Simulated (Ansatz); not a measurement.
**MgPd (Pm-3m): the cell at rest**

Wanted: the relaxed cell of MgPd (Pm-3m).

Main program and level: Ansatz 0.2.0; DFT PBEsol, scalar-relativistic, plane waves, PAW; PAW set soft_1.

## 1. Starting point

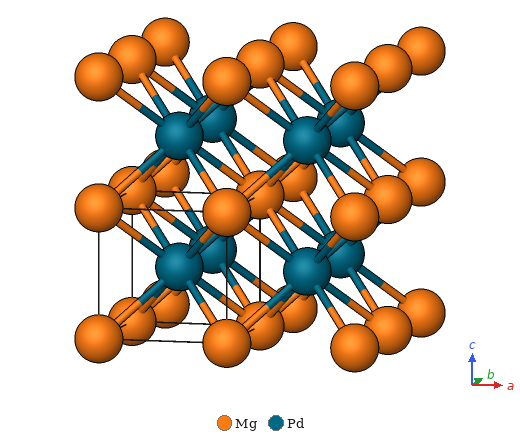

The cell as given, slightly off an axis (magnesium orange, palladium blue). 2×2×2 cells are drawn. Some periodic images of atoms are drawn too.

## 2. A coarse first look

A quick single point on a coarse mesh tells whether the cell has a gap and how far it is from rest, which sets the k mesh and smearing that follow.

input.yaml reads:

```yaml
crystal:
  lattice:
    - [3.16, 0.0, 0.0]
    - [0.0, 3.16, 0.0]
    - [0.0, 0.0, 3.16]
  atoms:
    - { symbol: Mg, position: [0.0, 0.0, 0.0] }
    - { symbol: Pd, position: [0.5, 0.5, 0.5] }
kpoints:
  mp_grid: { grid: [6, 6, 6] }
hamiltonian:
  xc: pbesol
  pseudopotentials: { kind: paw, azcp: { folder: soft_1 }, xc_functional: pbe }
scf:
  occupations: { method: gaussian, width: 0.1 }
output:
  forces: true
  stress: true
  eigenvalues: true
```

Run with:

```bash
> ansatz run input.yaml --threads 4 --pin off --max-ram 10240MiB --backend cpu --events-out ev --progress --plain --runs-dir out
```

Numbers of over 12 decimals in the logs are rounded to 6 here.

The program printed:

```text
Engine: ansatz 0.2.0, aarch64-unknown-linux-gnu
Pseudopotentials: kind: paw
Pseudopotential: Mg, paw, valence charge 10, recommended cutoff 420 eV (normal), soft_1/Mg.paw.azcp
Pseudopotential: Pd, paw, valence charge 18, recommended cutoff 420 eV (normal), soft_1/Pd.paw.azcp
Functional definition: PBEsol
  exchange = pbesol_x
  correlation = pbesol_c
Crystal: 2 atoms, lattice volume = 31.554 Å³
[...]
--- Band table (eV; the first three rows and the last of 20) ---
  k-point 0: bands = [... 10 lower, 9.4042, 11.4005, 11.4005, 11.4005, 20.4449, 20.4449, 20.4449, 23.2435]
  k-point 1: bands = [... 10 lower, 9.5866, 11.1876, 11.1876, 11.4251, 17.8081, 21.0555, 21.0555, 22.9192]
  k-point 2: bands = [... 10 lower, 9.9347, 10.8051, 10.8051, 11.4747, 14.6688, 22.2566, 22.5529, 22.5529]
  k-point 19: bands = [... 10 lower, 9.2266, 12.1539, 12.1539, 16.8293, 16.8293, 16.8293, 19.7261, 20.5482]
[key lines of the parts left out:]
SCF converged after 7 iterations
Free energy (F): -8820.108685 eV
Fermi energy:    13.342850 eV
P = ⅓ Tr σ = -1.1240 GPa (-11.240 kbar)
```

The job ended after 0.48 s (4 threads of Arm Neoverse V1, shared host; peak memory 0.27 GiB).

This step gave:

| Item | Value |
| --- | --- |
| pressure | -1.124 GPa |
| volume per atom | 15.78 Å³ |
| gap on the k-mesh | 0 eV |

The coarse mesh shows no gap and a pressure of -1.1 GPa.

## 3. Relaxation

Harmonic phonons are second derivatives at a point where the forces vanish, and they are wanted at zero stress, so atoms and cell are relaxed first.

input.yaml, the sections that differ from step 2:

```yaml
kpoints:
  mp_grid: { grid: [14, 14, 14] }
output:
  forces: true
  stress: true
  eigenvalues: true
  write_density: true
  write_potential: true
  elf: true
  volumetric_format: npy
relax:
  adjacent_minimum: "off"
  f_tol: 0.005
  max_steps: 80
  cell: { stress_tol: 0.05 }
# crystal, hamiltonian, scf: as in step 2
```

The program printed:

```text
[...]
Crystal: 2 atoms, lattice volume = 31.554 Å³
Basis set: ecut = 420 eV, 619 PW (Γ), exchange–correlation on 48×48×48 points (8 copies of the dense FFT grid, shifted against one another)
Bands: 18, of which v1, the nominal top of the filled ones, is band 14 counted from 1 (13 counted from 0)
Symmetry: 48 space group operations
[...]
k-points: 120 of 2744
[...]
SCF iter   1: F=—  HF=-8825.738838 eV  |F-HF|=—  |Δ(HF+E_count)|=         —  Δρ=2.69e-1  dr2=3.13e1  ethr=3.10e-3  ⟨swp⟩=5.6  Hψ=10495  notcnv=0
[...]
SCF iter   7: F=-8820.154828 eV  HF=-8820.154828 eV  |F-HF|=5.37e-10  |Δ(HF+E_count)|=   3.20e-8  Δρ=4.77e-6  dr2=3.36e-9  ethr=3.57e-10  ⟨swp⟩=9.6  Hψ=15362  notcnv=0
SCF 1 converged in 7 iterations: F = -8820.154828 eV  dr2 = 3.36e-9
[...]
relax step   1: F+E_penalty+E_count = -8820.15482802 eV  Δ(F+E_penalty+E_count) = +0.000e0 eV  max|allowed force component| = 5.982e-29 eV/Å  Δτ_max = 0.0000 Å  P = -1.814 GPa  Ω = 31.554 Å³  (7 SCF iters, dr2 threshold 1.00e-7 eV, accepted)
Crystal: 2 atoms, lattice volume = 30.862 Å³
[...]
iter 1 solved again at ethr=4.61e-5 eV; its pass at ethr=3.10e-3 eV (dr2=1.29e-2 eV) is discarded
[...]
SCF iter   6: F=-8820.158019 eV  HF=-8820.158019 eV  |F-HF|=1.82e-12  |Δ(HF+E_count)|=  4.78e-10  Δρ=6.67e-7  dr2=7.12e-11  ethr=1.26e-11  ⟨swp⟩=4.7  Hψ=11686  notcnv=0
SCF 2 converged in 6 iterations: F = -8820.158019 eV  dr2 = 7.12e-11
relax step   2: F+E_penalty+E_count = -8820.15801878 eV  Δ(F+E_penalty+E_count) = -3.191e-3 eV  max|allowed force component| = 4.158e-30 eV/Å  Δτ_max = 0.0000 Å  P = +0.437 GPa  Ω = 30.862 Å³  energy of the carried Pulay correction = +1.113e-4 eV  (6 SCF iters, dr2 threshold 2.00e-7 eV, accepted)
Crystal: 2 atoms, lattice volume = 30.994 Å³
[...]
SCF iter   6: F=-8820.158171 eV  HF=-8820.158171 eV  |F-HF|=1.82e-12  |Δ(HF+E_count)|=  2.55e-11  Δρ=1.22e-7  dr2=2.84e-12  ethr=1.00e-12  ⟨swp⟩=4.5  Hψ=10889  notcnv=0
SCF 3 converged in 6 iterations: F = -8820.158171 eV  dr2 = 2.84e-12
relax step   3: F+E_penalty+E_count = -8820.15817062 eV  Δ(F+E_penalty+E_count) = -1.518e-4 eV  max|allowed force component| = 2.703e-30 eV/Å  Δτ_max = 0.0000 Å  P = -0.015 GPa  Ω = 30.994 Å³  energy of the carried Pulay correction = +8.992e-5 eV  (6 SCF iters, dr2 threshold 2.00e-7 eV, accepted)
[...]
SCF iter   8: F=-8820.158073 eV  HF=-8820.158073 eV  |F-HF|=1.82e-12  |Δ(HF+E_count)|=    0.00e0  Δρ=1.57e-10  dr2=7.18e-18  ethr=1.00e-12  ⟨swp⟩=1.9  Hψ=5244  notcnv=0
SCF 4 converged in 8 iterations: F = -8820.158073 eV  dr2 = 7.18e-18
relax step   4: F+E_penalty+E_count = -8820.15807274 eV  Δ(F+E_penalty+E_count) = +9.788e-5 eV  max|allowed force component| = 3.114e-30 eV/Å  Δτ_max = 0.0000 Å  P = -0.011 GPa  Ω = 30.994 Å³  stress off target by 1.10e-2 GPa  SCF on the basis re-selected at this cell (its energy is not comparable with the rows above)  (8 SCF iters)
basis re-selected at this cell: Δ(F+E_penalty+E_count) = +9.788e-5 eV, ΔP = +0.004 GPa vs the last step (what re-selecting the basis moved, of the pressure what is left beyond the Pulay correction that the steps carried, after the strain that the cell walked since its last selection, with what the two solves' SCF thresholds leave and, on support functions, any second-order correction that the steps lacked; it is no m [...]
SCF converged after 8 iterations
Free energy (F): -8820.158073 eV
[...]
Internal energy: -8820.154868 eV  (E = F + TS)
E sigma→0 (E₀):  -8820.156471 eV
Entropy (-TS):   -0.003204 eV (-1.602 meV/atom)
Fermi energy:    13.752538 eV
[...]
--- Stress (GPa, compression-positive) ---
       -0.010989       0.000000       0.000000
        0.000000      -0.010989      -0.000000
        0.000000      -0.000000      -0.010989
  P = ⅓ Tr σ = -0.0110 GPa (-0.110 kbar)
--- Band table (eV; the first three rows and the last of 120) ---
  k-point 0: bands = [... 10 lower, 9.5966, 11.6528, 11.6528, 11.6528, 20.8394, 20.8394, 20.8394, 23.6417]
  k-point 1: bands = [... 10 lower, 9.6338, 11.6082, 11.6082, 11.6577, 20.0783, 20.9583, 20.9583, 23.5745]
  k-point 2: bands = [... 10 lower, 9.7389, 11.4871, 11.4871, 11.6718, 18.6720, 21.3001, 21.3001, 23.3847]
  k-point 119: bands = [... 10 lower, 9.4331, 12.4182, 12.4182, 17.1515, 17.1515, 17.1515, 20.1702, 20.9682]
--- Relaxed structure (3 steps of the walk, 3 accepted, 1 SCFs on fresh bases) ---
  F+E_penalty+E_count = -8820.15807274 eV   max|allowed force component| = 3.114e-30 eV/Å   (the final SCF, on the basis selected at the relaxed cell)
  cell:  # Å, volume = 30.9939 Å³
    - [3.141173, 0, 0]
    - [0, 3.141173, 0]
    - [0, 0, 3.141173]
  atoms:
    - { symbol: Mg, position: [0, 0, 0] }
    - { symbol: Pd, position: [0.5, 0.5, 0.5] }
```

Wall time 5.3 s (4 threads); peak memory 0.37 GiB.

Step by step:

```tsv
step	energy less that of the first step (eV)	largest force component (eV/Å)	pressure (GPa)	volume (Å³)
1	0.0000	0.0000	-1.81	31.55
2	-0.0032	0.0000	0.44	30.86
3	-0.0033	0.0000	-0.01	30.99
4*	-0.0032	0.0000	-0.01	30.99
```

Relaxation steps marked * repeat the geometry before them on a plane-wave basis chosen anew for their cell, so energy and pressure can jump there.

Forces are held to the 48 operations that the run works with; a distortion that breaks them can't arise in this run.

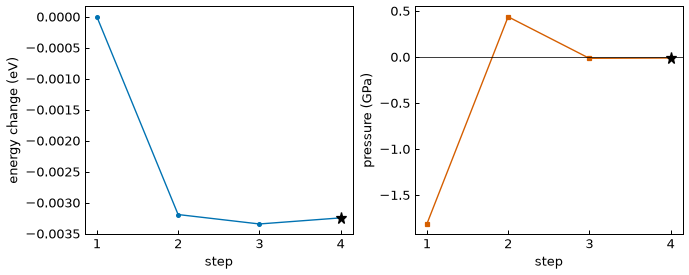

Energy and pressure along the relaxation. Stars mark steps on a basis chosen anew.

```tsv
conventional cell, symmetrised	before	after	change
a (Å)	3.160	3.141	-0.6 %
b (Å)	3.160	3.141	-0.6 %
c (Å)	3.160	3.141	-0.6 %
volume (Å³/atom)	15.78	15.50	-1.8 %
```

Final coordinates:

```xyz
2
Lattice="3.1412 0.0000 0.0000 0.0000 3.1412 0.0000 0.0000 0.0000 3.1412" Properties=species:S:1:pos:R:3 pbc="T T T"
Mg    0.0000    0.0000    0.0000
Pd    1.5706    1.5706    1.5706
```

Numbers from this step:

| Item | Value |
| --- | --- |
| pressure | -0.01099 GPa |
| volume per atom | 15.50 Å³ |

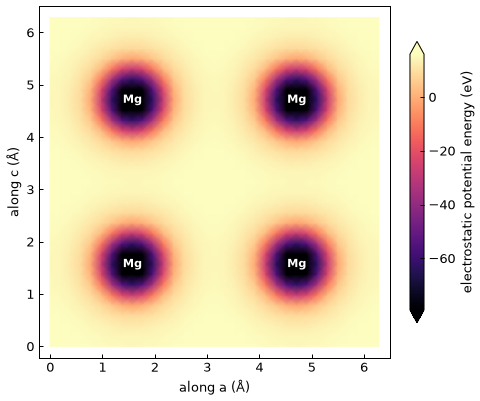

Electrostatic potential energy in the ac plane at fractional y = 0.000, with atoms of Mg within 0.2 Å of it. With pseudopotentials it is smooth inside the atoms' cores, unlike the true potential. The map starts off the cell's origin, so that atoms lie inside it.

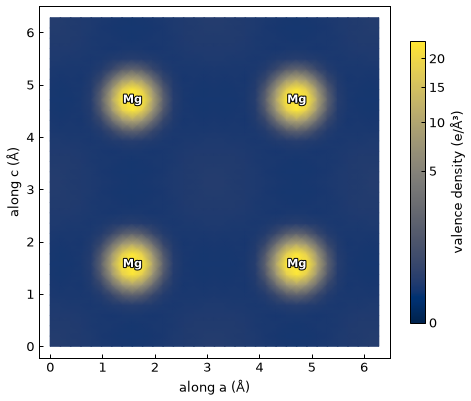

Valence density in the ac plane at fractional y = 0.000, with atoms of Mg within 0.2 Å of it. It is the smooth field of the valence electrons, not physical close to the nuclei. The map starts off the cell's origin, so that atoms lie inside it. The colour scale is stretched toward low values.

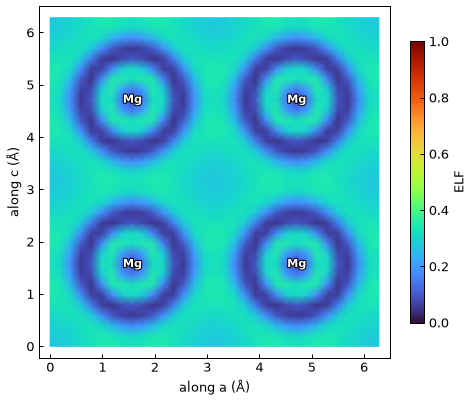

ELF in the ac plane at fractional y = 0.000, with atoms of Mg within 0.2 Å of it. It is the smooth field of the valence electrons, not physical close to the nuclei. The map starts off the cell's origin, so that atoms lie inside it.

In this step the volume went from 15.78 to 15.50 Å³/atom.

## 4. Relaxing to small forces for the phonons

Phonons need a cell at rest on their own settings, so the relaxation is repeated with tight tolerances on forces and stress on the k mesh and occupations of the first response run.

input.yaml reads:

```yaml
crystal:
  lattice:
    - [3.1411733647, 0.0, 0.0]
    - [0.0, 3.1411733647, 0.0]
    - [0.0, 0.0, 3.1411733647]
  atoms:
    - { symbol: Mg, position: [0.0, 0.0, 0.0] }
    - { symbol: Pd, position: [0.5, 0.5, 0.5] }
kpoints:
  mp_grid: { grid: [16, 16, 16] }
hamiltonian:
  xc: pbesol
  pseudopotentials: { kind: paw, azcp: { folder: soft_1 }, xc_functional: pbe }
scf:
  occupations: { method: methfessel_paxton, width: 0.2 }
output:
  forces: true
  stress: true
  eigenvalues: true
relax:
  adjacent_minimum: "off"
  f_tol: 0.001
  max_steps: 60
  cell: { stress_tol: 0.01 }
```

The program printed:

```text
[...]
Crystal: 2 atoms, lattice volume = 30.994 Å³
Basis set: ecut = 420 eV, 619 PW (Γ), exchange–correlation on 48×48×48 points (8 copies of the dense FFT grid, shifted against one another)
Bands: 18, of which v1, the nominal top of the filled ones, is band 14 counted from 1 (13 counted from 0)
[... 1 set-up line as in the run before ...]
[...]
k-points: 165 of 4096
[...]
k-point 164: bands = [... 10 lower, 9.4286, 12.4141, 12.4141, 17.1392, 17.1392, 17.1392, 20.1507, 20.9525]
--- Relaxed structure (3 steps of the walk, 3 accepted, 1 SCFs on fresh bases) ---
[...]
cell:  # Å, volume = 31.0164 Å³
    - [3.141935, 0, 0]
    - [0, 3.141935, 0]
    - [0, 0, 3.141935]
  atoms:
    - { symbol: Mg, position: [0, 0, 0] }
    - { symbol: Pd, position: [0.5, 0.5, 0.5] }
[key lines of the parts left out:]
SCF converged after 4 iterations
Free energy (F): -8820.154322 eV
Fermi energy:    13.756156 eV
P = ⅓ Tr σ = 0.0001 GPa (0.001 kbar)
```

Run time: 5.8 s. Hardware: 4 threads; peak memory 0.39 GiB; 21 s of CPU time.

Little changed from the start: no atom moved by 0.005 Å and no cell edge by 0.1 %.

This step gave:

| Item | Value |
| --- | --- |
| pressure | 9.26e-5 GPa |
| volume per atom | 15.51 Å³ |

The forces vanish by symmetry and the pressure is 0.000 GPa, within the tolerances set. The cell now holds 15.51 Å³/atom.

## 5. Results

```yaml
space_group_after_relaxation_within_0p01_a: Pm-3m
lattice_constant_a: 3.142 Å
lattice_constant_b: 3.142 Å
lattice_constant_c: 3.142 Å
volume_per_atom: 15.5 Å³
```

The forces vanish by symmetry and the pressure is 0.000 GPa, within the tolerances set. The cell now holds 15.51 Å³/atom. The relaxation keeps the symmetry of its start, so it says nothing on stability against lower symmetry. The PAW files were made for PBE and serve the other functionals too.

[Logs are printed without paths, hosts, clocks, repeated set-up lines and the standing remarks that a program may print on its own settings, such as how far it seeks lower states.]

[Hosts, paths, dates, database ids (printed as entryN), source tags and the programs' standing remarks are cut or masked in the printed files.]
